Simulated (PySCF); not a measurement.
Dissociation curve of H2 (cation, charge +1), doublet.

ROKS-BHandHLYP = restricted open-shell BHandHLYP/cc-pVQZ (PySCF 2.14.0); ROHF/cc-pVQZ (PySCF); NEVPT2 = PySCF with SC-NEVPT2 on CASSCF(1,2)/cc-pVQZ, all electrons correlated; UHF/cc-pVQZ (PySCF); UKS-BHandHLYP = unrestricted BHandHLYP/cc-pVQZ run with PySCF.

Energies are in kJ/mol, each relative to the lowest point of its own curve near equilibrium.

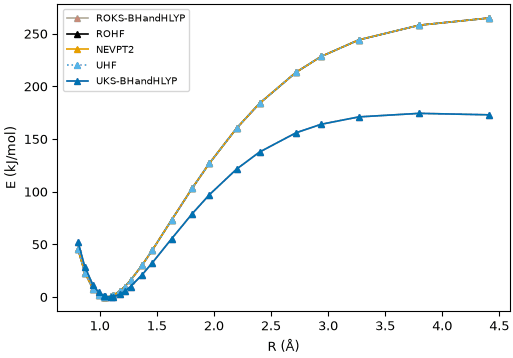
Energy against bond length for each method.

```tsv
R / Å	ROKS-BHandHLYP	ROHF	NEVPT2	UHF	UKS-BHandHLYP
0.81	52.5	45.5	45.5	45.5	52.5
0.87	28.7	23.3	23.3	23.3	28.7
0.94	11.6	8.0	8.0	8.0	11.6
0.99	4.7	2.4	2.4	2.4	4.7
1.04	1.0	0.1	0.1	0.1	1.0
1.05	0.6	0.0	0.0	0.0	0.6
1.10	0.0	0.8	0.8	0.8	0.0
1.12	0.3	1.7	1.7	1.7	0.3
1.18	2.9	6.0	6.0	6.0	2.9
1.22	5.6	10.0	10.0	10.0	5.6
1.27	10.0	15.9	15.9	15.9	10.0
1.37	21.0	30.1	30.1	30.1	21.0
1.46	32.4	44.4	44.4	44.4	32.4
1.63	55.4	73.2	73.2	73.2	55.4
1.81	79.1	103.4	103.4	103.4	79.1
1.96	97.1	126.9	126.9	126.9	97.1
2.20	121.6	160.4	160.4	160.4	121.6
2.40	137.7	183.9	183.9	183.9	137.7
2.72	156.0	213.5	213.5	213.5	156.0
2.94	164.1	228.5	228.5	228.5	164.1
3.27	171.1	244.3	244.3	244.3	171.1
3.80	174.5	258.2	258.2	258.2	174.5
4.41	173.1	265.0	265.0	265.0	173.1
```

At the longest distance ROKS-BHandHLYP, UKS-BHandHLYP leaves fractional charges on the fragments, a sign of delocalisation error or of the restricted form.
